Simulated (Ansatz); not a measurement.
```xyz
20
Lattice="3.8779 0.0000 0.0000 0.0000 3.8779 0.0000 0.0000 0.0000 27.8634" Properties=species:S:1:pos:R:3 pbc="T T T"
Be    1.9389    1.9389    5.7296
Be    0.0000    0.0000   19.6613
Be    0.0000    0.0000    8.2022
Be    1.9389    1.9389   22.1339
Zn    1.9389    1.9389   10.9300
Zn    0.0000    0.0000   24.8617
Zn    1.9389    1.9389    0.0000
Zn    0.0000    0.0000   13.9317
Zn    0.0000    0.0000    3.0017
Zn    1.9389    1.9389   16.9334
Se    1.9389    0.0000    6.9659
Se    0.0000    1.9389   20.8976
Se    0.0000    1.9389    9.4162
Se    1.9389    0.0000   23.3479
Se    1.9389    0.0000   12.4301
Se    0.0000    1.9389   26.3618
Se    1.9389    0.0000    1.5016
Se    0.0000    1.9389   15.4333
Se    0.0000    1.9389    4.5155
Se    1.9389    0.0000   18.4472
```

Space group I-4m2; a structure generated by program, which may or may not match a known phase.

Computed with DFT r2SCAN, scalar-relativistic, plane waves, PAW (Ansatz).

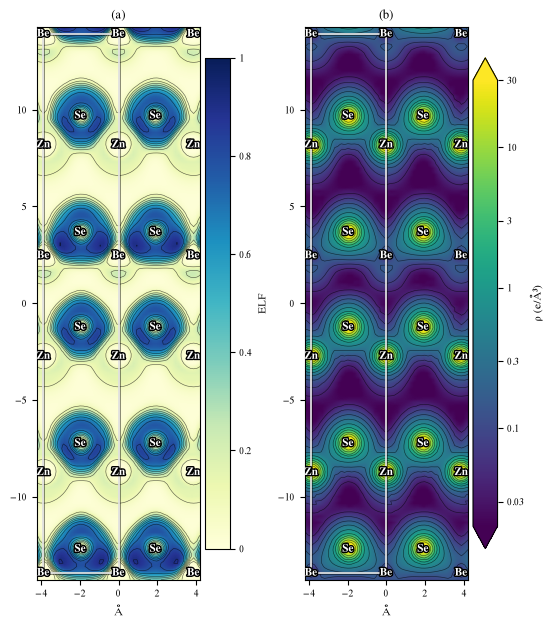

Be2Zn3Se5. (a) electron localisation function; (b) valence charge density (pseudo) on the (100) plane of the conventional cell.

The density is the valence pseudo-density of a PAW calculation; it isn't the true density close to the nuclei.

Question: Read the bonding off the picture.

Answer: Atoms in the plane: Be, Zn and Se.
Be–Se (2.29 Å): the density is about 0.55 e/Å³ at the midpoint; the ELF peaks at about 0.90 between the atoms, as expected for a shared but strongly polarised pair.
Zn–Se (2.45 Å): the density is about 0.47 e/Å³ at the midpoint; the ELF is about 0.60 at the midpoint.
Between the atoms the lowest density in this plane is 0.01 e/Å³.
